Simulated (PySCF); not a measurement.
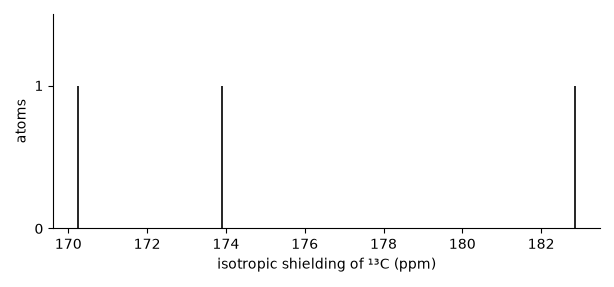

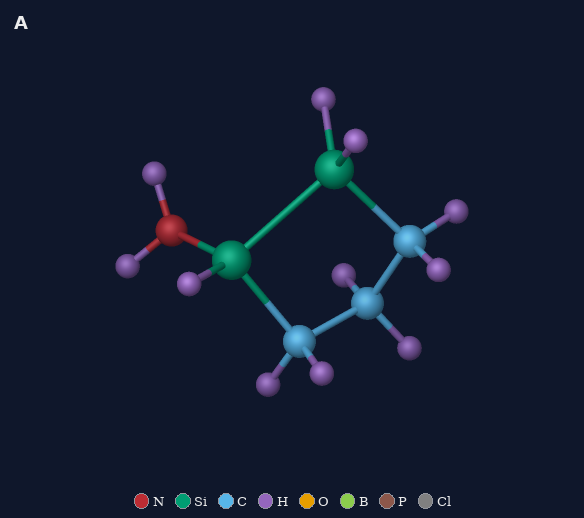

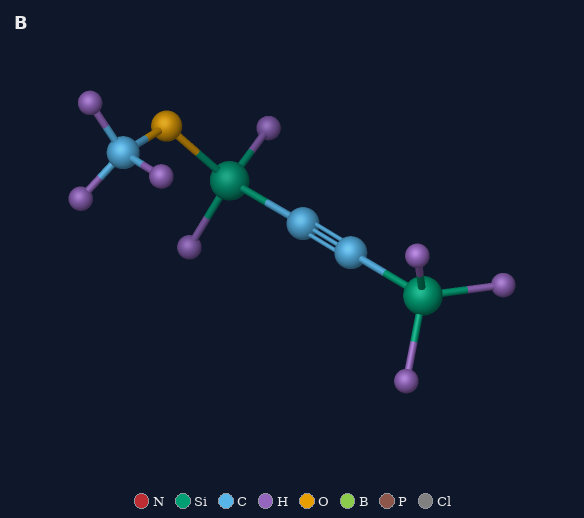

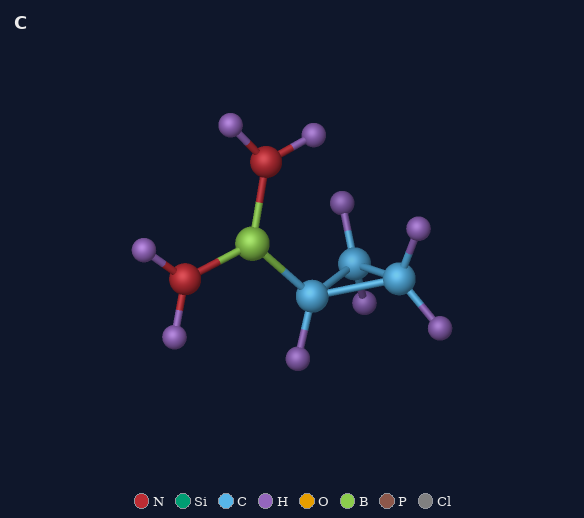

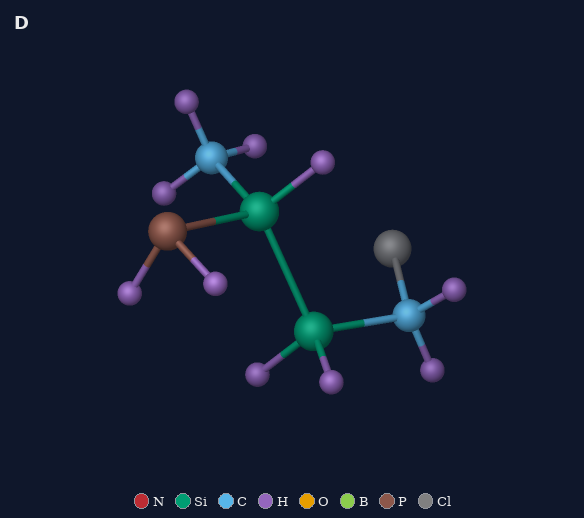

The sticks are computed shieldings of one of the molecules, for one fixed geometry (PBE0-D3(BJ)/def2-SVP) without averaging over rotations. Low shielding means a high chemical shift. Method: GIAO PBE0/def2-SVP NMR shielding, non-relativistic, gas phase (PySCF 2.14.0).

> Which molecule gives this pattern?

A, `N[Si@H]1CCC[SiH2]1`. Its 3 C atoms give lines at 170.2, 173.9, 182.9 ppm.
